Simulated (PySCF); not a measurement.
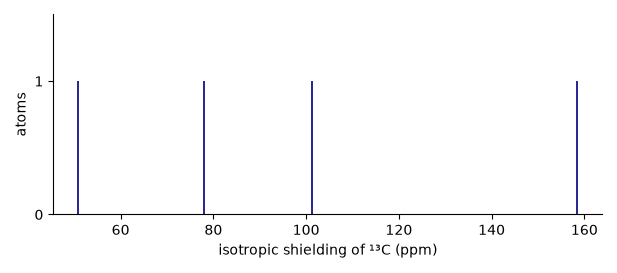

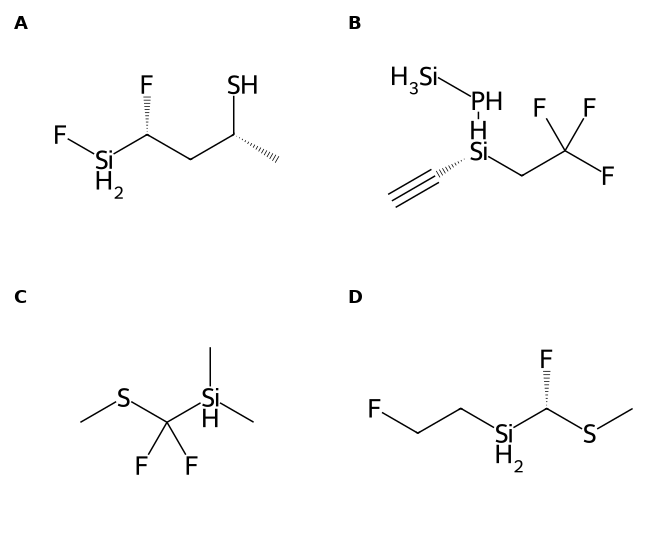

The sticks are computed shieldings of one of the molecules, for one fixed geometry (GFN2-xTB) without averaging over rotations. Low shielding means a high chemical shift. Method: GIAO PBE0/pcSseg-1 NMR shielding, non-relativistic, gas phase (PySCF 2.14.0).

> Match the spectrum to a structure.

B, `C#C[Si@@H](CC(F)(F)F)P[SiH3]`. Its 4 C atoms give lines at 50.8, 77.9, 101.3, 158.5 ppm.

The geometry is semi-empirical. Around P, Si such bond lengths and angles can be off by a tenth of an ångström or more and by several degrees, and values that hang on the shape move with them.
